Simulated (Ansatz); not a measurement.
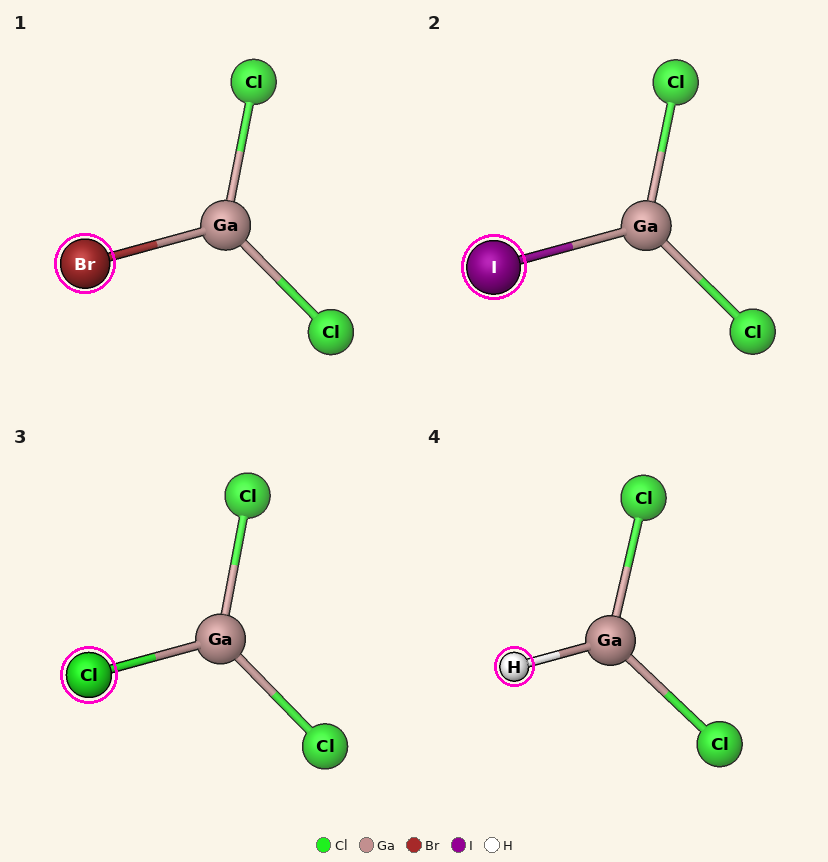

4 molecules with one skeleton, seen from the same side and at one scale; the atom that differs is circled. Each species is neutral and a spin singlet. Computed geometries: PBE0-D4/def2-TZVP optimisations, one conformation each. Properties computed with Ansatz 0.2.0. Elements past Kr carry core potentials.

One atom differs, called X below: Br in panel 1, I in panel 2, Cl in panel 3, H in panel 4. Their formulas are GaBrCl2 (`[Cl][Ga]([Cl])[Br]`), GaICl2 (`[Cl][Ga]([Cl])[I]`), GaCl3 (`[Cl][Ga]([Cl])[Cl]`), Cl2GaH (`[Cl][GaH][Cl]`).

Rank them by the length of X–Ga, lowest first (PBE0-D4/def2-TZVP).

4 (H), 3 (Cl), 1 (Br), 2 (I).

Rank them by the dipole moment, lowest first (PBE-D4/def2-TZVPP).

3 (Cl), 1 (Br), 2 (I), 4 (H).

Give the values. With PBE0-D4/def2-TZVP: length of X–Ga (Å), mean angle Cl–Ga–X (°). With PBE-D4/def2-TZVPP: HOMO energy (Kohn–Sham orbital) (eV), HOMO–LUMO gap (eV), dipole moment (D).

| quantity | 1 (Br) | 2 (I) | 3 (Cl) | 4 (H) |
| --- | --- | --- | --- | --- |
| length of X–Ga (Å) | 2.255 | 2.450 | 2.112 | 1.545 |
| mean angle Cl–Ga–X (°) | 120.4 | 121.0 | 120.0 | 122.4 |
| HOMO energy (Kohn–Sham orbital) (eV) | −7.68 | −7.10 | −8.01 | −7.74 |
| HOMO–LUMO gap (eV) | 4.72 | 4.06 | 5.13 | 5.24 |
| dipole moment (D) | 0.32 | 0.96 | 0.00 | 1.58 |
